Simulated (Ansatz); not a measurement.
**MgHCl + NH₃ + NH₃: a complex and its separated parts**

Aim: how far the complex at one end of a reaction step lies below its separated, relaxed parts, level by level.

Computed with Ansatz 0.2.0, Gaussian basis. Level: PBE0-D4/def2-TZVP structures, single points in def2-TZVPP, no counterpoise correction.

Levels: SPW92, PBE-D4, BLYP-D4, r2SCAN-D4, B97M-V, PBE0-D4, B3LYP-D4, r2SCAN0-D4, BHLYP-D4, CAM-B3LYP-D4, wB97X-V, wB97M-V, B2PLYP, PBE-QIDH, RPA on PBE, Hartree-Fock, MP2, CCSD, CCSD(T).

Correlated methods freeze the cores. The outer core shell of Li, Na, Mg and K is correlated. B3LYP uses VWN-RPA correlation. B2PLYP carries no dispersion term here.

114 further runs of the same task are left out: 1 that didn't finish, 113 set aside as unsound or not needed.

## Step 1: Where the work starts

The complex: 11 atoms, charge 0, spin multiplicity 1.

Atoms are counted from 1 here; the program's logs count them from 0.

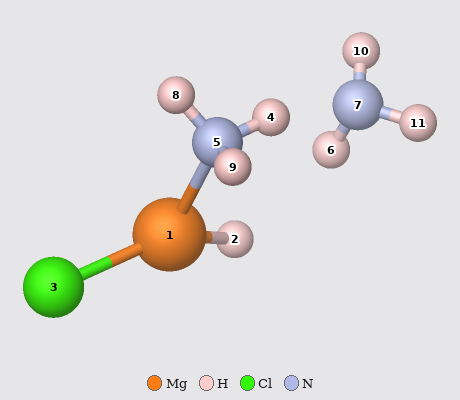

The starting geometry (magnesium orange, hydrogen pink, chlorine green, nitrogen light blue); atoms are numbered from 1 in the order of the file.

As a file:

```xyz
11

Mg   -0.7360   -1.6644   -0.4979
H    -0.3838   -0.7961   -1.9522
Cl   -1.5575   -3.5653    0.3291
H     0.2021    0.4219    0.8108
N    -0.1739   -0.4654    1.1851
H     0.4339    1.0606   -1.3507
N     0.7236    1.6955   -0.6065
H    -0.9519   -0.2569    1.8022
H     0.5347   -0.9015    1.7658
H     0.2074    2.5588   -0.7277
H     1.7015    1.9128   -0.7582
```

Its parts: MgHCl holds atoms 1, 2, 3; NH₃ holds atoms 4, 5, 8, 9; NH₃ holds atoms 6, 7, 10, 11. Each part counts its atoms afresh in its own runs.

## Step 2: Relaxing MgHCl alone

Input file relax-a/in.yaml:

```yaml
crystal:
  periodic: [false, false, false]
  atoms:
    - {symbol: Mg, position_ang: [-0.736042, -1.664430, -0.497882]}
    - {symbol: H, position_ang: [-0.383834, -0.796079, -1.952157]}
    - {symbol: Cl, position_ang: [-1.557537, -3.565315, 0.329067]}
basis:
  gaussian: {orbitals: def2-TZVP}
hamiltonian: {xc: pbe0, dispersion: d4}
relax: {f_tol: 0.005, max_steps: 200}
```

On the command line:

```console
$ ansatz run in.yaml --threads 4 --pin off --events-out ev --progress --plain --max-ram 9574MiB
```

After this run come: Relaxing NH₃ alone; Relaxing NH₃ alone; SPW92/def2-TZVPP; PBE-D4/def2-TZVPP; BLYP-D4/def2-TZVPP; r2SCAN-D4/def2-TZVPP; B97M-V/def2-TZVPP; PBE0-D4/def2-TZVPP; B3LYP-D4/def2-TZVPP; r2SCAN0-D4/def2-TZVPP; BHLYP-D4/def2-TZVPP; CAM-B3LYP-D4/def2-TZVPP; wB97X-V/def2-TZVPP; wB97M-V/def2-TZVPP; B2PLYP/def2-TZVPP; PBE-QIDH/def2-TZVPP; RPA on PBE/def2-TZVPP; CCSD(T)/def2-TZVPP; Vibrations of MgHCl; Vibrations of NH₃; Vibrations of NH₃.

What does the calculation give? Wanted: complex less parts, CCSD(T)/def2-TZVPP; with zero-point energy; largest T1 diagnostic.

The runs gave:

```
                              quantity           value
complex less parts, CCSD(T)/def2-TZVPP  -34.8 kcal/mol
                with zero-point energy  -30.3 kcal/mol
                 largest T1 diagnostic           0.007
```

At CCSD(T) the complex lies 34.8 kcal/mol below its parts. The functionals run from BLYP-D4, off by +0.5 kcal/mol, to SPW92, off by -9.4 kcal/mol, against CCSD(T). By rung, the mean size of the error is: LDA 9.4, GGA 1.1, meta-GGA 1.4, hybrid 1.6, range-separated hybrid 1.1, double hybrid 1.2 kcal/mol. PBE-D4 gives a relative energy 1.7 kcal/mol too low, outside chemical accuracy (1 kcal/mol). No counterpoise was applied, and triple zeta lacks some correlation, so the CCSD(T) reference has a basis error of its own, and close matches with it are partly luck.
